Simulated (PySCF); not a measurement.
# SiH2SCl (SMILES S[SiH]Cl): levels of theory compared

Wanted: a comparison of 3 runs (UM06-2X/STO-3G, UPBE/STO-3G, UMP2/STO-3G) of SiH2SCl. 

The results are computed with PySCF 2.14.0.

2 further runs of the same task are left out: 2 set aside as unsound or not needed.

**1. The molecule**

The species is SiH2SCl (5 atoms), meant as a doublet with charge 0. As SMILES, `S[SiH]Cl`. One bond was lengthened or shortened from a relaxed shape.

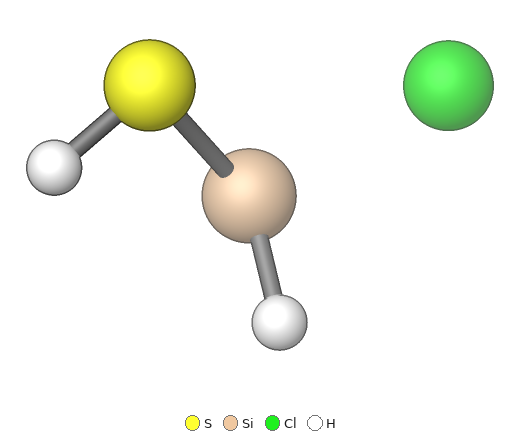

Viewed from a chosen angle; sulfur yellow, silicon light orange, chlorine green, hydrogen white.

**2. A single-point energy at UM06-2X/STO-3G (run 1)**

calc.py reads:

```python
from pyscf import gto, dft

mol = gto.M(
    atom='''
S       -1.627626      -0.203496      -0.278788
Si       0.495374      -0.262296      -0.464788
Cl       1.324100       1.826800       0.545500
H       -1.771126      -1.425196      -0.824288
H        1.076674      -1.402096       0.307412
''',
    max_memory=1860,
    verbose=4,
    basis='sto-3g',
    spin=1,
)

myscf = dft.UKS(mol, xc='m06-2x')
myscf.conv_tol = 1e-10
myscf.grids.level = 5
myscf.kernel()
if not myscf.converged:
    myscf = myscf.newton().run(myscf.mo_coeff, myscf.mo_occ)

e_final = myscf.e_tot
print(f'total energy: {e_final:.8f} hartree')
```

Command:

```
$ OMP_NUM_THREADS=1 python calc.py
```

The program printed:

```text
PySCF version 2.14.0

[INPUT] num. atoms = 5
[INPUT] num. electrons = 49
[INPUT] charge = 0
[INPUT] spin (= nelec alpha-beta = 2S) = 1
[INPUT] symmetry False subgroup None
[INPUT] Mole.unit = angstrom
[INPUT] Symbol           X                Y                Z      unit          X                Y                Z       unit  Magmom
[INPUT]  1 S     -1.627626000000  -0.203496000000  -0.278788000000 AA   -3.075767373221  -0.384551707444  -0.526832966815 Bohr   0.0
[INPUT]  2 Si     0.495374000000  -0.262296000000  -0.464788000000 AA    0.936121189230  -0.495667603569  -0.878322025984 Bohr   0.0
[INPUT]  3 Cl     1.324100000000   1.826800000000   0.545500000000 AA    2.502186361537   3.452151684355   1.030845600950 Bohr   0.0
[INPUT]  4 H     -1.771126000000  -1.425196000000  -0.824288000000 AA   -3.346943072096  -2.693230113826  -1.557678567765 Bohr   0.0
[INPUT]  5 H      1.076674000000  -1.402096000000   0.307412000000 AA    2.034618985440  -2.649577440348   0.580924487405 Bohr   0.0

[... 42 lines left out ...]
WARN: HOMO -0.163991790480469 >= LUMO -0.16399179048047
[... 50 lines left out ...]
converged SCF energy = -1136.32298859793  <S^2> = 0.7531408  2S+1 = 2.0031383
total energy: -1136.32298860 hartree
```

It took 19 s on 1 thread of Arm Neoverse N1, shared host; peak memory 0.26 GiB.

**3. The energy at UPBE/STO-3G (run 2)**

mol.xyz reads:

```xyz
5
ClH2SSi
S     -1.627626    -0.203496    -0.278788
Si     0.495374    -0.262296    -0.464788
Cl     1.324100     1.826800     0.545500
H     -1.771126    -1.425196    -0.824288
H      1.076674    -1.402096     0.307412
```

job.py reads:

```python
from pyscf import gto, dft

mol = gto.M(
    atom='mol.xyz',
    basis='sto-3g',
    spin=1,
    verbose=4,
    max_memory=1860,
)

mf = dft.UKS(mol, xc='pbe')
mf.grids.level = 5
mf.conv_tol = 1e-10
mf.kernel()
if not mf.converged:
    mf = mf.newton().run(mf.mo_coeff, mf.mo_occ)

etot = mf.e_tot
print(f'total energy: {etot:.8f} hartree')
```

Command:

```
$ OMP_NUM_THREADS=1 python job.py
```

The program printed:

```text
PySCF version 2.14.0

[INPUT] num. atoms = 5
[INPUT] num. electrons = 49
[INPUT] charge = 0
[INPUT] spin (= nelec alpha-beta = 2S) = 1
[INPUT] symmetry False subgroup None
[INPUT] Mole.unit = angstrom
[INPUT] Symbol           X                Y                Z      unit          X                Y                Z       unit  Magmom
[INPUT]  1 S     -1.627626000000  -0.203496000000  -0.278788000000 AA   -3.075767373221  -0.384551707444  -0.526832966815 Bohr   0.0
[INPUT]  2 Si     0.495374000000  -0.262296000000  -0.464788000000 AA    0.936121189230  -0.495667603569  -0.878322025984 Bohr   0.0
[INPUT]  3 Cl     1.324100000000   1.826800000000   0.545500000000 AA    2.502186361537   3.452151684355   1.030845600950 Bohr   0.0
[INPUT]  4 H     -1.771126000000  -1.425196000000  -0.824288000000 AA   -3.346943072096  -2.693230113826  -1.557678567765 Bohr   0.0
[INPUT]  5 H      1.076674000000  -1.402096000000   0.307412000000 AA    2.034618985440  -2.649577440348   0.580924487405 Bohr   0.0

[... 89 lines left out ...]
converged SCF energy = -1135.73789829237  <S^2> = 0.75160278  2S+1 = 2.0016021
total energy: -1135.73789829 hartree
```

Run time: 11 s. Hardware: 1 thread of Arm Neoverse N1, shared host; peak memory 0.25 GiB.

**4. The energy at UMP2/STO-3G (run 3)**

input.py reads:

```python
from pyscf import gto, mp

mol = gto.M(
    atom='''
S   -1.627626  -0.203496  -0.278788
Si   0.495374  -0.262296  -0.464788
Cl   1.324100   1.826800   0.545500
H   -1.771126  -1.425196  -0.824288
H    1.076674  -1.402096   0.307412
''',
    verbose=3,
    spin=1,
    basis='sto-3g',
    max_memory=1860,
)

mf = mol.UHF()
mf.conv_tol = 1e-10
mf.kernel()
if not mf.converged:
    mf = mf.newton().run(mf.mo_coeff, mf.mo_occ)

pt = mp.MP2(mf, frozen=15).run()
e_tot = pt.e_tot
print(f'total energy: {e_tot:.8f} hartree')
```

Command:

```
$ OMP_NUM_THREADS=1 python input.py
```

The program printed:

```text
converged SCF energy = -1134.51209248915  <S^2> = 0.75588518  2S+1 = 2.0058766
E(UMP2) = -1134.57144684111  E_corr = -0.0593543519609645
E(SCS-UMP2) = -1134.57895403705  E_corr = -0.0668615478914772
total energy: -1134.57144684 hartree
```

Run time: 1.2 s. Hardware: 1 thread of Arm Neoverse N1, shared host; peak memory 0.12 GiB.

**5. All runs side by side**

| run | level | integration grid | frozen core orbitals | energy (Eh) | dipole moment (D) of the reference | HOMO energy (eV) | LUMO energy (eV) | wall time |
| --- | --- | --- | --- | --- | --- | --- | --- | --- |
| 1 | UM06-2X/STO-3G | 5 | – | -1136.322989 | 5.00 | -5.05 | 0.19 | 19 s |
| 2 | UPBE/STO-3G | 5 | – | -1135.737898 | 4.76 | -2.52 | -1.43 | 11 s |
| 3 | UMP2/STO-3G | – | 15 | -1134.571447 | 5.45 | -7.16 | 3.42 | 1.2 s |

**6. Summary of results**

| quantity | value |
| --- | --- |
| run 3: total energy | -1134.57145 Eh |
| run 3: dipole moment (Hartree–Fock density) | 5.45 D |
| run 3: HOMO energy (Hartree–Fock orbitals) (highest over α and β) | -7.16 eV |
| run 3: LUMO energy (Hartree–Fock orbitals) (lowest over α and β) | 3.42 eV |
| run 3: correlation energy (15 core orbitals frozen) | -59.4 mEh |
| run 3: ⟨S²⟩ of the reference determinant | 0.756 |

Totals of different functionals can't be ranked against each other. In runs 1, 2, 3 the basis is minimal, so the values are rough. All runs together took 31 s, the longest 19 s.
